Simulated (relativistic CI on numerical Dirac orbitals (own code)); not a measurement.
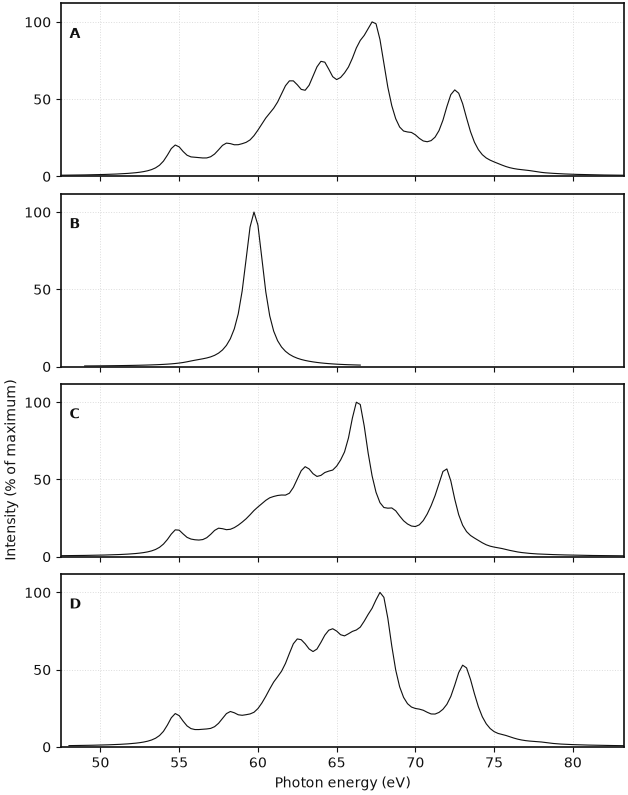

M₂,₃ X-ray absorption of Fe IV (Fe³⁺), [Ar] 3d⁵, in 4 environments. Multiplet model: relativistic Dirac–Coulomb–Breit theory, one configuration a step, Slater integrals scaled by 0.7, 10 K, Voigt broadening (Lorentzian 1.2 eV, Gaussian 0.3 eV full widths), computed with a radial Dirac CI code.

(1) a field of Oh symmetry with 10Dq = 23,500 cm⁻¹
(2) a field of D3d symmetry with 10Dq = 28,650, Dσ = 350, Dτ = 420 cm⁻¹
(3) a field of D3d symmetry with 10Dq = 29,500, Dσ = 1,170, Dτ = −430 cm⁻¹
(4) no crystal field (free ion)

### Match the spectra to the environments.

A is (3), ground-state S = 0.50, maxima at 54.8 eV (20), 58.1 eV (22), 62.1 eV (62), 64.1 eV (74), 67.3 eV (100) and 72.5 eV (56); B is (4), ground-state S = 2.50, maxima at 59.8 eV (100); C is (1), ground-state S = 0.52, maxima at 54.9 eV (17), 57.6 eV (18), 63.0 eV (58), 66.3 eV (100) and 71.9 eV (57); D is (2), ground-state S = 0.50, maxima at 54.8 eV (22), 58.3 eV (23), 62.6 eV (70), 64.7 eV (76), 67.8 eV (100) and 73.1 eV (53) (heights in % of each maximum).

Caveat: free-ion energies, so absolute edge positions are off by a few eV from solids; core and valence shell share one n, so the strongest features autoionise and are far broader and can lie several eV off in experiment.
